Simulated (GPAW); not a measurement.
Consider TiSe (Pnma).

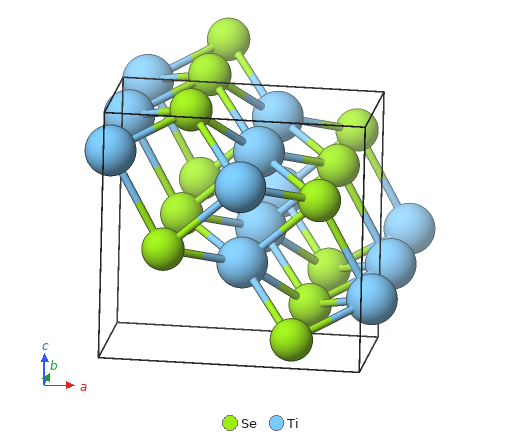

The structure (selenium green, titanium blue). 1×3×1 cells are drawn.

```
Se Ti
1.0
     6.46200    0.00000    0.00000
     0.00000    3.49400    0.00000
     0.00000    0.00000    6.22200
Se Ti
4 4
Direct
  0.78000 0.75000 0.58000
  0.72000 0.25000 0.08000
  0.28000 0.75000 0.92000
  0.22000 0.25000 0.42000
  0.99000 0.75000 0.19000
  0.51000 0.25000 0.69000
  0.49000 0.75000 0.31000
  0.01000 0.25000 0.81000
```

Absorber: atom 1, with 1 Ti at 2.52 Å, 2 Ti at 2.56 Å, 2 Ti at 2.70 Å and 1 Ti at 2.78 Å (distorted trigonal prismatic, site symmetry m). Method: GPAW, LDA, excited-electron core hole (neutral cell), 16-atom cell with 7.0 Å between holes, 3×3×3 k points, dipole transitions, Gaussian full width 2.33 eV up to 4 eV, rising linearly to 3.5 eV at 25 eV.

**Question.** Predict the near-edge structure at the Se K edge.

Main maxima up to 30 eV above the zero (height): 2.4 eV (1.44), 9.2 eV (1.44), 16.2 eV (0.80), 21.6 eV (1.00) and 27.6 eV (1.11). A K edge sees empty p states; the first features are Se p mixed into the empty d states of the Ti neighbours, and the broad ones above probably into the cations' higher empty bands. 

The Se K spectrum (energy from the lowest empty level; intensity scaled to a mean of 1 over the first 20 eV; polarised curves are means over the symmetry-equivalent atoms):

```tsv
E (eV)	isotropic	ε ∥ x	ε ∥ y	ε ∥ z
-2.0	0.01	0.01	0.01	0.01
-0.5	0.19	0.21	0.22	0.13
1.0	0.90	0.81	1.03	0.87
2.5	1.43	1.23	1.36	1.71
4.0	0.95	1.03	0.79	1.02
5.5	1.01	1.28	0.84	0.92
7.0	1.22	1.51	1.08	1.07
8.5	1.39	1.46	1.38	1.33
10.0	1.37	1.15	1.58	1.38
11.5	1.00	0.94	1.10	0.96
13.0	0.77	0.81	0.76	0.73
14.5	0.74	0.71	0.75	0.76
16.0	0.80	0.73	0.81	0.84
17.5	0.76	0.77	0.76	0.75
19.0	0.76	0.81	0.73	0.73
20.5	0.92	0.90	0.91	0.95
22.0	0.99	0.93	1.02	1.03
23.5	0.88	0.87	0.88	0.89
25.0	0.88	0.92	0.79	0.92
26.5	1.04	1.06	0.97	1.09
28.0	1.10	1.13	1.13	1.05
29.5	1.01	1.14	1.00	0.89
31.0	0.95	1.13	0.85	0.89
```

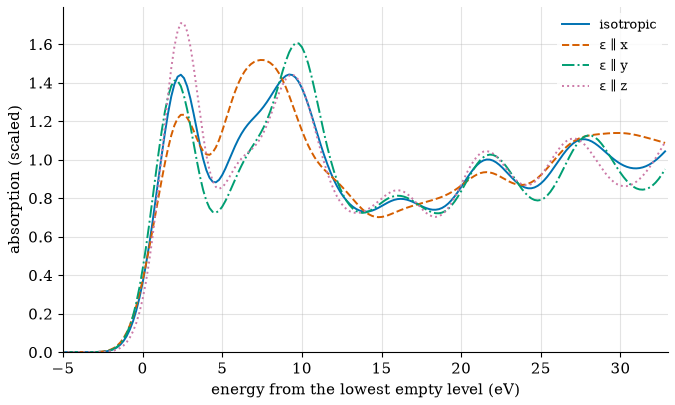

The Se K edge.

The script folds with a Gaussian, whereas the core hole's own line is a Lorentzian, so the onset is too steep and the first peak too high. The unit cell's mesh shows no gap over 0.35 eV. That is right for a metallic compound; for a small-gap or correlated insulator it would be the fault of the functional or of the assumed magnetic order, and the hole would be screened too well. The mesh is coarse (0.38 Å⁻¹ between points), so small maxima may be mesh ripples. The structure is a published determination, not relaxed.

[Banner, clock and machine lines of the logs are left out without a mark of their own.]

[Logs are printed without paths, hosts, clocks, repeated set-up lines and the standing remarks that a program may print on its own settings, such as how far it seeks lower states.]

[Hosts, paths, dates, database ids (printed as entryN), source tags and the programs' standing remarks are cut or masked in the printed files.]

[Lists of maxima count a maximum above −3 eV only where it reaches 4 % of the highest in the window and stands out from its surroundings by 2 % of it (1.5 % where it reaches 55 %); shoulders and weaker maxima are passed over, and of the rest the first, up to two pre-edge ones and the few strongest are named.]
